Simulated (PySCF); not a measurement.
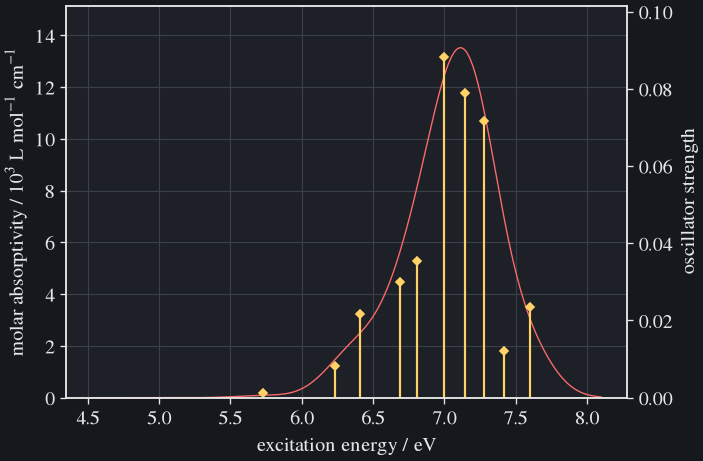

Computed absorption of C₅H₁₅NSi₂, SMILES CN[Si@@H]1CC[C@H](C)[SiH2]1. Vertical TDDFT excitations, CAM-B3LYP/def2-SVPD in PySCF 2.14.0, at a PBE0-D3(BJ)/def2-SVP geometry (no frequency check), gas phase. The lowest 10 singlet states are shown; each is broadened by a Gaussian of 1/e half-width 0.25 eV. Sticks give oscillator strengths (right axis).

**Where is the lowest singlet, and is it bright?**

S1 lies at 5.73 eV (216 nm) with f = 0.001, mainly HOMO → LUMO (87 %); it is dark or nearly so.

**Which of the computed transitions is the brightest, and what character does the calculation give it?**

S6 at 7.00 eV (177 nm), f = 0.088, mixed, the largest part being HOMO → LUMO+3 (28 %).

**Does any vertical transition fall in the visible?**

No singlet lies below 3.1 eV (beyond 400 nm), so at this level no vertical transition falls in the visible.

Caveats: one conformer of a flexible molecule; core orbitals are frozen in the response.
